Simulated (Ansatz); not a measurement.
# Al(111) with 4 thermally displaced layers, 2x2: scattering by thermal displacements, part 3 of 3

Aim: the resistivity of Al at 300 K from frozen thermal displacements between perfect leads. The measured value for the pure metal at this temperature is 2.733 µΩ cm (CRC Handbook of Chemistry and Physics, 84th ed., 2003, Electrical Resistivity of Pure Metals).

Ansatz 0.2.0; Ansatz plane-wave DFT, PBE, PAW files; ballistic transport by layer matching (Landauer), zero bias; PAW set soft_1.

So far, open channels per spin nearest the Fermi level: step 2 (with 4 displaced layers) 5.41.

## 4. With 12 displaced layers

System of this step: Al(111) with 12 thermally displaced layers, 2x2. The cell holds 72 atoms: 72 Al. Cell: a = 5.725 Å, b = 5.725 Å, c = 42.068 Å, α = 90.0°, β = 90.0°, γ = 120.0°. It derives from Al. Regions: lead, 24 atoms (24 Al); scattering region, 48 atoms (48 Al). The structure is stacked along c, and the current runs across the ab planes.

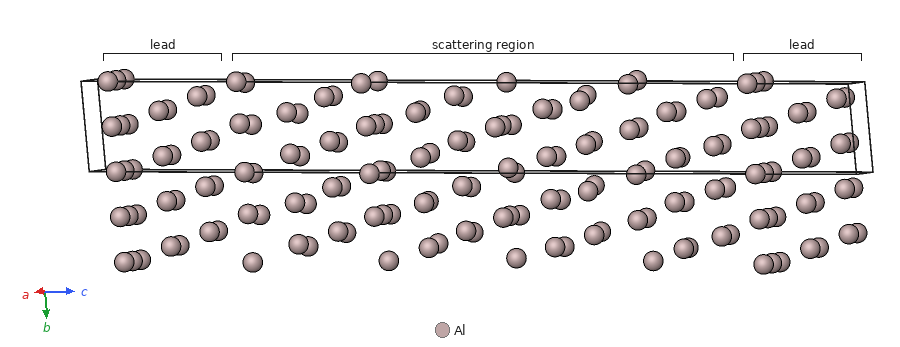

The cell of this step (aluminium light grey). 1×2×1 cells are drawn. Some periodic images of atoms are drawn too.

Input file input.yaml:

```yaml
crystal:
  lattice:
    - [5.7246940741, 0.0, 0.0]
    - [-2.862347037, 4.957730497, 0.0]
    - [0.0, 0.0, 42.0677382451]
  atoms:
    - { symbol: Al, position: [0.0, 0.0, 0.0277777778] }
    - { symbol: Al, position: [0.0, 0.5, 0.0277777778] }
    - { symbol: Al, position: [0.5, 0.0, 0.0277777778] }
    - { symbol: Al, position: [0.5, 0.5, 0.0277777778] }
    - { symbol: Al, position: [0.1666666667, 0.3333333333, 0.0833333333] }
    - { symbol: Al, position: [0.1666666667, 0.8333333333, 0.0833333333] }
    - { symbol: Al, position: [0.6666666667, 0.3333333333, 0.0833333333] }
    - { symbol: Al, position: [0.6666666667, 0.8333333333, 0.0833333333] }
    - { symbol: Al, position: [0.3333333333, 0.1666666667, 0.1388888889] }
    - { symbol: Al, position: [0.3333333333, 0.6666666667, 0.1388888889] }
    - { symbol: Al, position: [0.8333333333, 0.1666666667, 0.1388888889] }
    - { symbol: Al, position: [0.8333333333, 0.6666666667, 0.1388888889] }
    - { symbol: Al, position: [0.9898653397, 0.9981971874, 0.1950219415] }
    - { symbol: Al, position: [0.9755520468, 0.4625356451, 0.1942785414] }
    - { symbol: Al, position: [0.5143609701, 0.021120518, 0.1957707515] }
    - { symbol: Al, position: [0.4820977296, 0.485904214, 0.1990591466] }
    - { symbol: Al, position: [0.1972621656, 0.3690012247, 0.2548874786] }
    - { symbol: Al, position: [0.1566203852, 0.8408365794, 0.2510515801] }
    - { symbol: Al, position: [0.6813820204, 0.343887057, 0.2504637537] }
    - { symbol: Al, position: [0.6549727133, 0.804071654, 0.249620373] }
    - { symbol: Al, position: [0.3219516789, 0.1691222583, 0.3044824483] }
    - { symbol: Al, position: [0.3517412681, 0.6826184348, 0.306264063] }
    - { symbol: Al, position: [0.8395709496, 0.1684768338, 0.3045277746] }
    - { symbol: Al, position: [0.825732399, 0.657013797, 0.3064460595] }
    - { symbol: Al, position: [0.005898457, 0.0113208368, 0.3580616116] }
    - { symbol: Al, position: [0.0075465141, 0.4851462406, 0.3594257944] }
    - { symbol: Al, position: [0.4911838513, 0.9890279003, 0.3617792986] }
    - { symbol: Al, position: [0.4799018498, 0.4791715738, 0.3591698334] }
    - { symbol: Al, position: [0.1892257192, 0.3341952788, 0.4139869635] }
    - { symbol: Al, position: [0.1516566776, 0.8030307664, 0.4207740609] }
    - { symbol: Al, position: [0.6456165546, 0.3426571993, 0.4179143905] }
    - { symbol: Al, position: [0.6451346409, 0.839181317, 0.4189553654] }
    - { symbol: Al, position: [0.3437612071, 0.1717500442, 0.4744005789] }
    - { symbol: Al, position: [0.3393231666, 0.6732186595, 0.4719313952] }
    - { symbol: Al, position: [0.8348225676, 0.1483329016, 0.4740394689] }
    - { symbol: Al, position: [0.8141904364, 0.6454258344, 0.4730605378] }
    - { symbol: Al, position: [0.0379181058, 0.0187289987, 0.5265942637] }
    - { symbol: Al, position: [0.0073506286, 0.4911541284, 0.5274931296] }
    - { symbol: Al, position: [0.4789457066, 0.954871415, 0.52821757] }
    - { symbol: Al, position: [0.4758434453, 0.4864179332, 0.5243937725] }
    - { symbol: Al, position: [0.1319030085, 0.3149629497, 0.5852282355] }
    - { symbol: Al, position: [0.1945208959, 0.8328424557, 0.5858392003] }
    - { symbol: Al, position: [0.643596186, 0.2960970353, 0.5836774204] }
    - { symbol: Al, position: [0.6700093037, 0.8249858853, 0.5840269952] }
    - { symbol: Al, position: [0.334582568, 0.149851521, 0.6354992749] }
    - { symbol: Al, position: [0.3275463954, 0.6625561934, 0.63807946] }
    - { symbol: Al, position: [0.8667875682, 0.2002730745, 0.6379326051] }
    - { symbol: Al, position: [0.8542833176, 0.6849916088, 0.640525718] }
    - { symbol: Al, position: [0.0138767117, 0.992419346, 0.6961424402] }
    - { symbol: Al, position: [0.0419709984, 0.5156516504, 0.6930216711] }
    - { symbol: Al, position: [0.5225423924, 0.0245852703, 0.6952913379] }
    - { symbol: Al, position: [0.5055236116, 0.5300520006, 0.6915759923] }
    - { symbol: Al, position: [0.1749999861, 0.3330183087, 0.7472603111] }
    - { symbol: Al, position: [0.1906216747, 0.8401085584, 0.7473219772] }
    - { symbol: Al, position: [0.6726127147, 0.3249277734, 0.74563274] }
    - { symbol: Al, position: [0.6576138795, 0.8384660842, 0.7514590585] }
    - { symbol: Al, position: [0.3365655741, 0.1675462701, 0.8066342716] }
    - { symbol: Al, position: [0.3412357717, 0.6895882437, 0.8058967163] }
    - { symbol: Al, position: [0.843556771, 0.1771989045, 0.8031291528] }
    - { symbol: Al, position: [0.8362562113, 0.6964362464, 0.8063251525] }
    - { symbol: Al, position: [0.0, 0.0, 0.8611111111] }
    - { symbol: Al, position: [0.0, 0.5, 0.8611111111] }
    - { symbol: Al, position: [0.5, 0.0, 0.8611111111] }
    - { symbol: Al, position: [0.5, 0.5, 0.8611111111] }
    - { symbol: Al, position: [0.1666666667, 0.3333333333, 0.9166666667] }
    - { symbol: Al, position: [0.1666666667, 0.8333333333, 0.9166666667] }
    - { symbol: Al, position: [0.6666666667, 0.3333333333, 0.9166666667] }
    - { symbol: Al, position: [0.6666666667, 0.8333333333, 0.9166666667] }
    - { symbol: Al, position: [0.3333333333, 0.1666666667, 0.9722222222] }
    - { symbol: Al, position: [0.3333333333, 0.6666666667, 0.9722222222] }
    - { symbol: Al, position: [0.8333333333, 0.1666666667, 0.9722222222] }
    - { symbol: Al, position: [0.8333333333, 0.6666666667, 0.9722222222] }
kpoints:
  mp_grid: { grid: [5, 5, 1] }
hamiltonian:
  xc: pbe
  pseudopotentials: { kind: paw, azcp: { folder: soft_1 } }
scf:
  occupations: { method: fermi_dirac, width: 0.1 }
output:
  transmission:
    leads: [[0, 4]]
    kmesh: [10, 10]
    e_range: [-0.05, 0.05]
    de: 0.05
  write_potential: true
  write_density: true
  volumetric_format: npy
```

Launch:

```console
$ ansatz run input.yaml --threads 8 --pin off --max-ram 15360MiB --backend cpu --events-out ev --progress --plain --runs-dir out
```

Numbers of over 12 decimals in the logs are rounded to 6 here.

The log of the run:

```text
[...]
Crystal: 72 atoms, lattice volume = 1193.945 Å³
Basis set: ecut = 420 eV, 23469 PW (Γ)
Bands: 180, of which v1, the nominal top of the filled ones, is band 108 counted from 1 (107 counted from 0)
Symmetry: 1 space group operations
[...]
k-points: 13 of 25 (time reversal used)
[...]
SCF iter   1: F=—  HF=-38700.871845 eV  |F-HF|=—  |Δ(HF+E_count)|=         —  Δρ=2.38e-2  dr2=1.43e1  ethr=3.10e-3  ⟨swp⟩=6.4  Hψ=10758  notcnv=0  defer=106
[...]
SCF iter   7: F=-38697.692966 eV  HF=-38697.692966 eV  |F-HF|=4.92e-8  |Δ(HF+E_count)|=   3.06e-8  Δρ=1.59e-6  dr2=7.50e-8  ethr=4.63e-11  ⟨swp⟩=13.0  Hψ=10693  notcnv=0
SCF 1 converged in 7 iterations: F = -38697.692966 eV  dr2 = 7.50e-8
[...]
transmission: 288 of 2704 steps passed
transmission: 546 of 2704 steps passed
[...]
transmission: 2704 of 2704 steps passed
SCF converged after 7 iterations
Free energy (F): -38697.692966 eV
[...]
Internal energy: -38696.489804 eV  (E = F + TS)
E sigma→0 (E₀):  -38697.091385 eV
Entropy (-TS):   -1.203162 eV (-16.711 meV/atom)
Fermi energy:    7.946006 eV
[...]
--- Band table (eV; the first three rows and the last of 13) ---
  k-point 0: bands = [... 104 lower, 6.6117, 6.6437, 6.6724, 6.8165, 6.8338, 6.8471, 6.8789, 6.8949, ... 68 higher]
  k-point 1: bands = [... 104 lower, 6.9232, 6.9690, 7.1008, 7.1429, 7.1807, 7.1944, 7.2722, 7.4396, ... 68 higher]
  k-point 2: bands = [... 104 lower, 7.9792, 8.0334, 8.0600, 8.0876, 8.1052, 8.1200, 8.1459, 8.1728, ... 68 higher]
  k-point 12: bands = [... 104 lower, 7.7289, 7.8590, 7.9072, 7.9549, 7.9649, 7.9961, 8.0142, 8.0510, ... 68 higher]
--- Transmission ---
  basis      : 253 plane waves across, 52 finite elements along
  points     : 52, standing for a mesh of 10 x 10
[...]
channels       : 5.590000e0 a spin
[...]
junction   : crystal 0 to crystal 0, 0.70 to 40.43 Å
    transmission   : 4.642051e0 a spin
[...]
```

Run time: 1.9 min. Hardware: 8 threads of AMD EPYC 9B45 (Zen 5), shared host; peak memory 7.7 GiB; 12 min of CPU time.

This step gave:

```yaml
free_energy: -38697.6930 eV
energy_at_zero_smearing: -38697.0914 eV
fermi_energy: 7.946 eV
transmission_per_spin_nearest_the_fermi_level: 4.642
open_channels_per_spin_nearest_the_fermi_level: 5.59
step_of_the_lead_s_potential: 4.1 meV
```

Per spin. Table of transmission, zone mean by energy, zero at the Fermi level:

| energy (eV) | transmission, zone mean |
| --- | --- |
| -0.0500 | 4.48 |
| 0.0000 | 4.64 |
| 0.0500 | 4.65 |

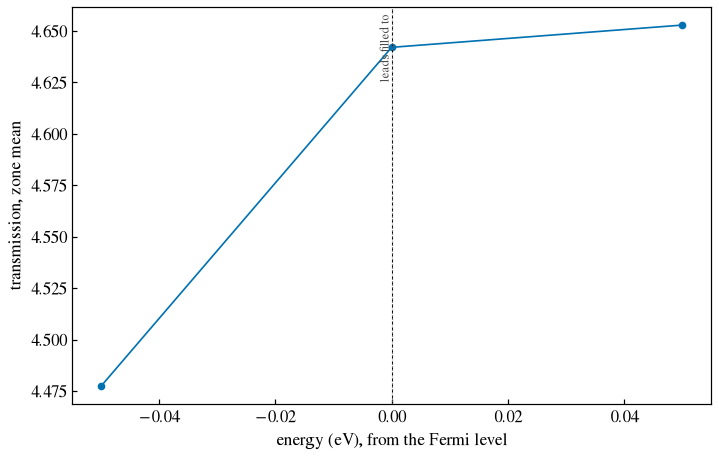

Transmission, zone mean against energy.

Over the solved energies the transmission per spin lies between 4.48 and 4.65, out of 5.49 channels of the lead on average (up to 5.59).

## 5. Resistance against length

This step: Ansatz plane-wave DFT, PBE, PAW files; ballistic transport by layer matching (Landauer), zero bias; resistivity from the slope of the area resistance; PAW set soft_1 (Ansatz 0.2.0).

Numbers from this step:

```
resistivity           : 4.952 µΩ cm
intercept             : -0.005566 fΩ m²
scatter about the fit : 0.003700 fΩ m²
```

Resistance, by row:

| run | length (Å) | T | channels N | RA (fΩ m²) |
| --- | --- | --- | --- | --- |
| n4 | 9.348 | 5.14 | 5.43 | 0.03811 |
| n8 | 18.7 | 4.792 | 5.45 | 0.09225 |
| n12 | 28.05 | 4.591 | 5.49 | 0.1307 |

The area resistance by length of the displaced region:

| length of the displaced region (Å) | area resistance (fΩ m²) |
| --- | --- |
| 9.35 | 0.0381 |
| 18.70 | 0.0923 |
| 28.05 | 0.131 |

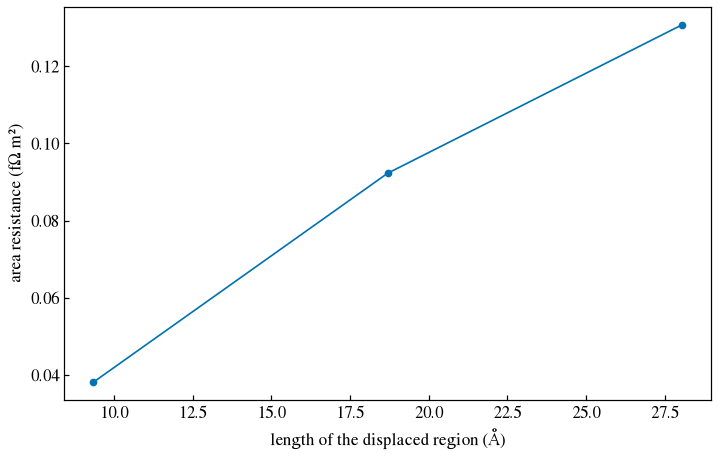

Area resistance, plotted against length of the displaced region.

The area resistance goes from 0.038 to 0.13 fΩ m² between 9.3 and 28.0 Å, a slope of 5.0 µΩ cm.

By hand from the end points: (0.1307 − 0.03811) fΩ m² / (28.05 − 9.35) Å = 5.0 µΩ cm, since 1 fΩ m² per Å is 1000 µΩ cm.

## 6. Outcome

```json
{
  "resistivity from the slope": "4.95 µΩ cm",
  "area resistance over 9.35 Å": "0.0381 fΩ m²",
  "area resistance over 18.7 Å": "0.0923 fΩ m²",
  "area resistance over 28.0 Å": "0.131 fΩ m²"
}
```

In words: The slope gives 5.0 µΩ cm. The points scatter by 0.0037 fΩ m² about the line, with one random draw a length in a 2x2 cell, so the slope is a rough value. The mean square of the displacements drawn is 0.75, 0.94 and 0.81 of the nominal one at the three lengths; with each resistance scaled back by that, the slope is 5.9 µΩ cm, the value used below. The lead's own channel count moves between the runs (5.43, 5.45 and 5.49), which shifts RA and the slope too. Read with a model of isotropic scattering on a spherical Fermi surface and the lead's 1.5×10¹⁵ S/m², this slope means a mean free path near 96 Å; over these lengths the model's slope is 1.12 times its bulk resistivity, which would be 5.3 µΩ cm. Uncorrelated displacements put too much weight on short waves, which scatter strongly; with the sideways repeat of a small cell, one draw and three short lengths, the method is good to a factor of two or three. The measured value is 2.733 µΩ cm (CRC Handbook of Chemistry and Physics, 84th ed., 2003, Electrical Resistivity of Pure Metals); the scaled slope is 2.2 times that and the corrected value 1.9: clearly high.

[Logs are printed without paths, hosts, clocks, repeated set-up lines and the standing remarks that a program may print on its own settings, such as how far it seeks lower states.]

[Hosts, paths, dates, database ids (printed as entryN), source tags and the programs' standing remarks are cut or masked in the printed files.]
